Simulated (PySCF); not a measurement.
# HF/pc-1 run of C3H7BCl− (SMILES [BH3-]/C=C(/C)Cl)

What is the vertical ionisation energy of C3H7BCl− at HF/pc-1? The job is set up through a Python script.

Program for the calculation: PySCF 2.14.0.

**1. Starting point**

C3H7BCl− has 12 atoms, charge -1, and is taken as a singlet. SMILES: `[BH3-]/C=C(/C)Cl`. The shape is that of a GFN2-xTB optimisation.

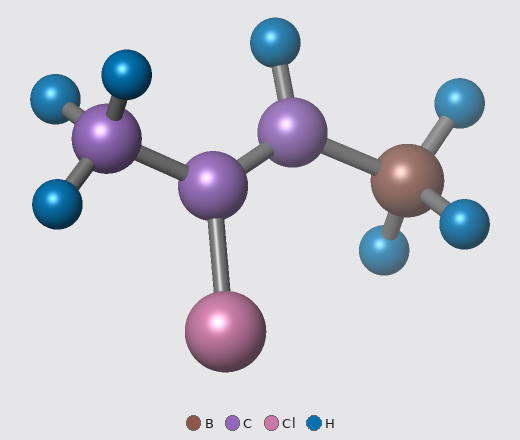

The structure, seen from a chosen angle (boron brown, carbon purple, chlorine pink, hydrogen blue).

**2. The energy at HF/pc-1**

Contents of mol.xyz:

```xyz
12
C3H7BCl
B     -1.888810     0.587390     0.594590
C     -0.389180    -0.030410     0.534080
C      0.480570    -0.034130    -0.459950
C      1.872030    -0.620810    -0.483710
Cl     0.048460     0.717600    -1.991290
H     -2.361420     0.401790     1.706830
H     -2.585020     0.038370    -0.243510
H     -1.844020     1.783850     0.362630
H     -0.007950    -0.526580     1.429450
H      2.340600    -0.473950    -1.454670
H      1.836880    -1.692620    -0.273100
H      2.497860    -0.150500     0.278630
```

Contents of calc.py:

```python
from pyscf import gto, scf

molecule = gto.M(
    atom='mol.xyz',
    charge=-1,
    max_memory=1860,
    verbose=3,
    basis='pc-1',
)

myscf = scf.RHF(molecule)
myscf.conv_tol = 1e-10
myscf.kernel()
if not myscf.converged:
    myscf = myscf.newton().run(myscf.mo_coeff, myscf.mo_occ)

etot = myscf.e_tot
print(f'total energy: {etot:.8f} hartree')
```

The run is started by

```
OMP_NUM_THREADS=1 python calc.py
```

Output:

```text
converged SCF energy = -601.780546532759
total energy: -601.78054653 hartree
```

Run time: 3.3 s. Hardware: 1 thread of Arm Neoverse V1, shared host; peak memory 0.24 GiB.

**3. Doublet neutral C3H7BCl, same level**

Contents of run.py:

```python
from pyscf import gto

molecule = gto.M(
    atom='''
B     -1.888810     0.587390     0.594590
C     -0.389180    -0.030410     0.534080
C      0.480570    -0.034130    -0.459950
C      1.872030    -0.620810    -0.483710
Cl     0.048460     0.717600    -1.991290
H     -2.361420     0.401790     1.706830
H     -2.585020     0.038370    -0.243510
H     -1.844020     1.783850     0.362630
H     -0.007950    -0.526580     1.429450
H      2.340600    -0.473950    -1.454670
H      1.836880    -1.692620    -0.273100
H      2.497860    -0.150500     0.278630
''',
    max_memory=1860,
    charge=0,
    basis='pc-1',
    spin=1,
    verbose=3,
)

mf = molecule.UHF()
mf.conv_tol = 1e-10
mf.kernel()
if not mf.converged:
    mf = mf.newton().run(mf.mo_coeff, mf.mo_occ)

etot = mf.e_tot
print('E(%s) = %.9f' % ('HF', etot))
```

The run is started by

```
OMP_NUM_THREADS=1 python run.py
```

Output:

```text
converged SCF energy = -601.670110492325  <S^2> = 0.76095517  2S+1 = 2.0109253
E(HF) = -601.670110492
```

It took 5.7 s on 1 thread of Arm Neoverse V1, shared host; peak memory 0.26 GiB.

**4. Results**

Level: HF/pc-1.

| quantity | value |
| --- | --- |
| singlet C3H7BCl−: total energy | -601.78055 Eh |
| singlet C3H7BCl−: HOMO energy | -4.22 eV |
| singlet C3H7BCl−: LUMO energy | 8.06 eV |
| singlet C3H7BCl−: HOMO–LUMO gap (to an unbound level, set by the basis) | 12.28 eV |
| doublet neutral C3H7BCl: total energy | -601.67011 Eh |
| doublet neutral C3H7BCl: dipole moment | 7.10 D |
| doublet neutral C3H7BCl: HOMO energy (highest over α and β) | -10.66 eV |
| doublet neutral C3H7BCl: LUMO energy (lowest over α and β) | -1.73 eV |
| doublet neutral C3H7BCl: ⟨S²⟩ | 0.761 |
| vertical detachment energy (to the doublet neutral) | 3.005 eV |

**Reading.** The vertical ionisation energy comes to 3.01 eV (69 kcal/mol). −ε(HOMO) before ionisation, 4.22 eV, is 1.21 eV above this ionisation energy.
